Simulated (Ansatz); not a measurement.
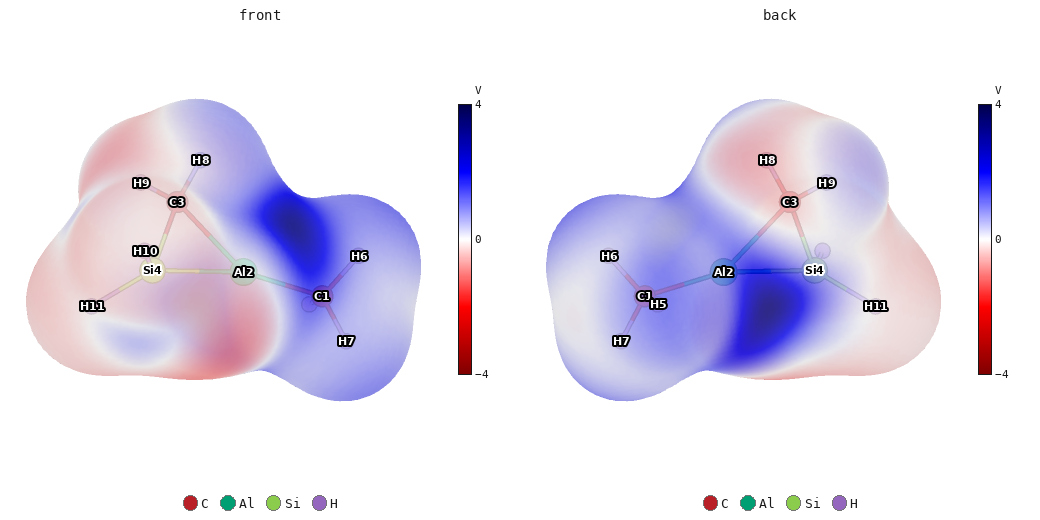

Figure. C$_{2}$H$_{7}$AlSi (SMILES [CH3][Al]1[CH2][SiH2]1). The molecular electrostatic potential painted on the density surface at 0.002 e/bohr³, seen from the front and from behind; the colour scale runs from red (negative) to blue (positive).

Geometry: PBE0-D4/def2-TZVP.

Theory: Ansatz 0.2.0, RKS PBE0-D4/def2-TZVPP.

```xyz
11

C    -1.2094    1.9748   -0.3978
Al   -0.1191    0.3744   -0.2153
C     0.2267   -1.1249    0.9825
Si    1.3638   -1.3919   -0.5502
H    -2.2633    1.6986   -0.5044
H    -1.1287    2.5919    0.5025
H    -0.9250    2.5812   -1.2594
H     0.8192   -0.7538    1.8309
H    -0.4176   -1.9311    1.3309
H     2.8252   -1.5493   -0.3047
H     0.8935   -2.5272   -1.3943
```

Where is the surface potential most negative and most positive?

Answer. The most negative region (about −0.9 V) lies over H11, the most positive (about +3.3 V) over Al2.
